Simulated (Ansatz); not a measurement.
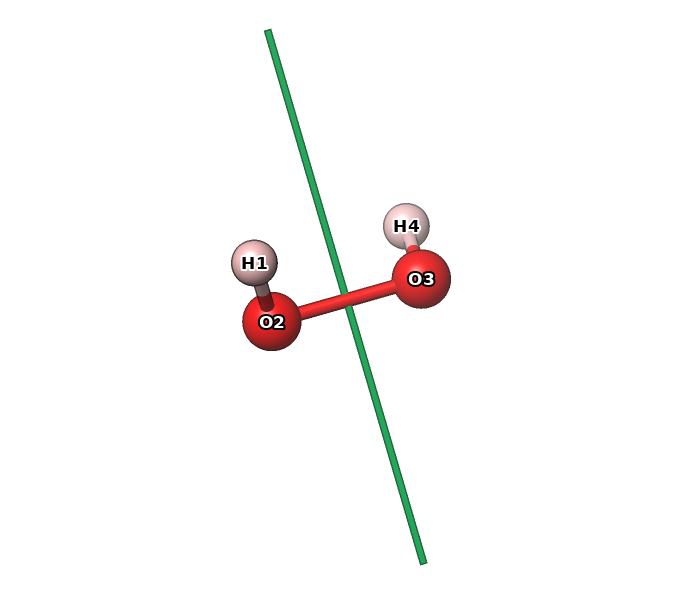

A line through the centre of mass is drawn in. Atoms fade into the background with distance from the viewer. The computed structure is the end point of a PBE0-D4/def2-TZVP optimisation.

Is the line a proper rotation axis of the structure, and of what order?

Answer. Yes, a C2 axis. A turn by 180° leaves no atom in place and moves H1 ↔ H4; O2 ↔ O3. The point group is C2.
